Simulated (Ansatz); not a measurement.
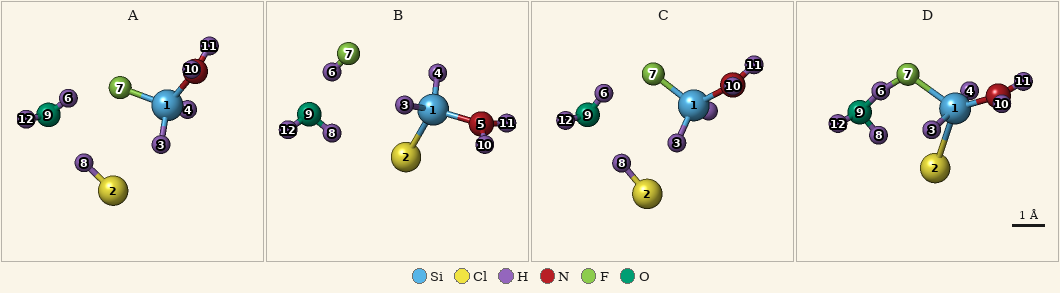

4 geometries from a converged minimum-energy path of SiNH7OClF, shuffled. The picture is a ball-and-stick view, seen at a tilt.

Method: Ansatz, RHF/def2-SVP. Run with 5 movable images; climbing image; force threshold 0.05 eV/Å; iteration limit 60; starting path through a guess of the saddle point.

Which frame is the top of the path?

Answer. D. In order along the path, whose images run from 0 to 6: B (image 0, 0.0 kJ/mol), D (image 3, +142.3 kJ/mol), C (image 5, −28.5 kJ/mol), A (image 6, −31.2 kJ/mol). Breaking: H6–F7 (0.92 → 1.19 at the top → 1.98 Å), H8–O9 (0.95 → 0.98 at the top → 1.95 Å), Si1–Cl2 (2.13 → 2.40 at the top → 3.95 Å). Forming: Cl2–H8 (2.57 → 2.11 at the top → 1.29 Å), H6–O9 (1.74 → 1.12 at the top → 0.95 Å), Si1–F7 (3.28 → 1.87 at the top → 1.64 Å).

The run took 74 s on 2 threads of AMD EPYC 7R43 64-Core Processor (Zen 3) (shared host), peak memory 0.27 GiB.
